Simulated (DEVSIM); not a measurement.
Structure: Si n-p junction from an implanted or diffused profile, at 350 K.

| layer (left to right) | material | thickness (μm) | Na (cm⁻³) | τn (s) | τp (s) |
|---|---|---|---|---|---|
| 1 | Si | 8.00 | 1.4e16 | 0.00021 | 0.00021 |

Added donor profile: 5.1e17 cm⁻³ × exp(−(x − 0 μm)²/(2·(0.16 μm)²)). Left contact: ohmic. Right contact: ohmic. Voltage is applied to the left contact. Recombination: SRH at mid-gap, radiative. Gap narrowing is on: ΔEg = 6.92 meV × (l + √(l² + 0.5)), l = ln(N/1.3e17 cm⁻³), shared equally by both band edges. Mobility is μmin + (μ − μmin)/(1 + (N/Nref)^α).

This is a model device: material constants are rounded textbook-type values typed into the input, and sizes, dopings and lifetimes were drawn at random. Values at 300 K; Nc and Nv go as T^1.5, mobilities as T to minus their exponent, the gap by Varshni's rule with the affinity fixed.

```
parameter               Si
----------------  --------
gap (eV)             1.124
affinity (eV)         4.05
permittivity          11.7
Nc (cm⁻³)          2.86e19
Nv (cm⁻³)           3.1e19
μn (cm²/Vs)           1417
μp (cm²/Vs)            470
μn,min                  52
μp,min                  45
Nref,n              9.7e16
Nref,p              2.2e17
αn                    0.68
αp                    0.72
T exponent of μn       2.3
T exponent of μp       2.2
B (cm³/s)          4.7e-15
Varshni α (eV/K)  0.000473
Varshni β (K)          636
```

Simulated with DEVSIM: 1D drift-diffusion, Boltzmann statistics, complete ionisation; no tunnelling, impact ionisation, image-force lowering or self-heating.

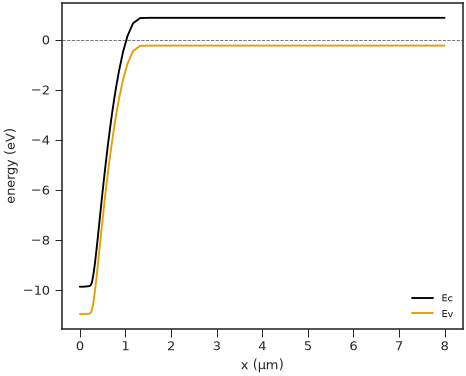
Figure: Band edges at 10.0 V on the left contact

Energies count from the Fermi level of the right contact; mesh points crowd at the junctions.

```json
[
 {"x (μm)": "0.000", "Ec (eV)": "-9.871", "Ev (eV)": "-10.961", "n (cm⁻³)": "5.0e17", "p (cm⁻³)": "570000", "field (V/cm)": "61"},
 {"x (μm)": "0.01769", "Ec (eV)": "-9.870", "Ev (eV)": "-10.961", "n (cm⁻³)": "4.9e17", "p (cm⁻³)": "510000", "field (V/cm)": "170"},
 {"x (μm)": "0.04459", "Ec (eV)": "-9.870", "Ev (eV)": "-10.960", "n (cm⁻³)": "4.8e17", "p (cm⁻³)": "440000", "field (V/cm)": "430"},
 {"x (μm)": "0.08052", "Ec (eV)": "-9.867", "Ev (eV)": "-10.959", "n (cm⁻³)": "4.3e17", "p (cm⁻³)": "340000", "field (V/cm)": "780"},
 {"x (μm)": "0.1568", "Ec (eV)": "-9.856", "Ev (eV)": "-10.952", "n (cm⁻³)": "3.0e17", "p (cm⁻³)": "170000", "field (V/cm)": "1600"},
 {"x (μm)": "0.2385", "Ec (eV)": "-9.810", "Ev (eV)": "-10.913", "n (cm⁻³)": "6.6e16", "p (cm⁻³)": "20000", "field (V/cm)": "23000"},
 {"x (μm)": "0.3296", "Ec (eV)": "-8.950", "Ev (eV)": "-10.059", "n (cm⁻³)": "33000", "p (cm⁻³)": "4000", "field (V/cm)": "150000"},
 {"x (μm)": "0.4640", "Ec (eV)": "-6.664", "Ev (eV)": "-7.774", "n (cm⁻³)": "3400", "p (cm⁻³)": "3200", "field (V/cm)": "170000"},
 {"x (μm)": "0.5568", "Ec (eV)": "-5.106", "Ev (eV)": "-6.215", "n (cm⁻³)": "3400", "p (cm⁻³)": "3600", "field (V/cm)": "160000"},
 {"x (μm)": "0.6592", "Ec (eV)": "-3.578", "Ev (eV)": "-4.688", "n (cm⁻³)": "3800", "p (cm⁻³)": "4300", "field (V/cm)": "140000"},
 {"x (μm)": "0.7553", "Ec (eV)": "-2.349", "Ev (eV)": "-3.459", "n (cm⁻³)": "4400", "p (cm⁻³)": "5300", "field (V/cm)": "120000"},
 {"x (μm)": "1.044", "Ec (eV)": "0.140", "Ev (eV)": "-0.970", "n (cm⁻³)": "8400", "p (cm⁻³)": "430000", "field (V/cm)": "55000"},
 {"x (μm)": "1.522", "Ec (eV)": "0.871", "Ev (eV)": "-0.239", "n (cm⁻³)": "350000", "p (cm⁻³)": "1.4e16", "field (V/cm)": "18"},
 {"x (μm)": "2.507", "Ec (eV)": "0.871", "Ev (eV)": "-0.239", "n (cm⁻³)": "1900000", "p (cm⁻³)": "1.4e16", "field (V/cm)": "≈ 0"},
 {"x (μm)": "5.231", "Ec (eV)": "0.871", "Ev (eV)": "-0.239", "n (cm⁻³)": "6100000", "p (cm⁻³)": "1.4e16", "field (V/cm)": "≈ 0"},
 {"x (μm)": "6.504", "Ec (eV)": "0.871", "Ev (eV)": "-0.239", "n (cm⁻³)": "8100000", "p (cm⁻³)": "1.4e16", "field (V/cm)": "≈ 0"},
 {"x (μm)": "7.230", "Ec (eV)": "0.871", "Ev (eV)": "-0.239", "n (cm⁻³)": "9300000", "p (cm⁻³)": "1.4e16", "field (V/cm)": "≈ 0"},
 {"x (μm)": "7.592", "Ec (eV)": "0.871", "Ev (eV)": "-0.239", "n (cm⁻³)": "9800000", "p (cm⁻³)": "1.4e16", "field (V/cm)": "≈ 0"},
 {"x (μm)": "7.840", "Ec (eV)": "0.871", "Ev (eV)": "-0.239", "n (cm⁻³)": "1.0e7", "p (cm⁻³)": "1.4e16", "field (V/cm)": "≈ 0"},
 {"x (μm)": "7.924", "Ec (eV)": "0.871", "Ev (eV)": "-0.239", "n (cm⁻³)": "1.0e7", "p (cm⁻³)": "1.4e16", "field (V/cm)": "≈ 0"},
 {"x (μm)": "7.970", "Ec (eV)": "0.871", "Ev (eV)": "-0.239", "n (cm⁻³)": "1.0e7", "p (cm⁻³)": "1.4e16", "field (V/cm)": "≈ 0"},
 {"x (μm)": "8.000", "Ec (eV)": "0.871", "Ev (eV)": "-0.239", "n (cm⁻³)": "1.0e7", "p (cm⁻³)": "1.4e16", "field (V/cm)": "≈ 0"}
]
```
